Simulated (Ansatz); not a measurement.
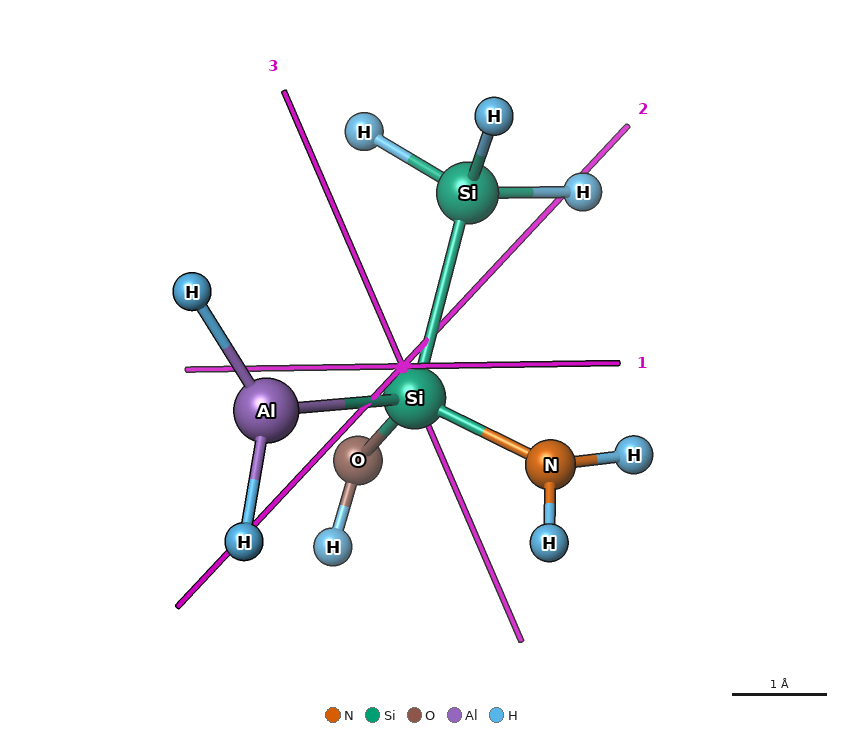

The three principal axes of inertia are drawn and numbered. Depth is shown by fading: the farther an atom, the more it takes the colour of the background. The computed structure is the end point of a PBE0-D4/def2-TZVP optimisation. No frequency run is at hand to confirm it as a minimum. Masses are those of the most abundant isotopes; constants are for the rigid equilibrium geometry.

Question: Which line is the a axis (least moment of inertia), which b and which c?

Answer: a is line 2, b is line 3, c is line 1; the moments are 196, 336, 384 u Å².

Question: What kind of rotor is it, and what are its rotational constants in GHz?

Answer: An asymmetric top (C1): A = 2.58, B = 1.50, C = 1.32 GHz. Ray's parameter κ is −0.70, nearer the prolate limit.
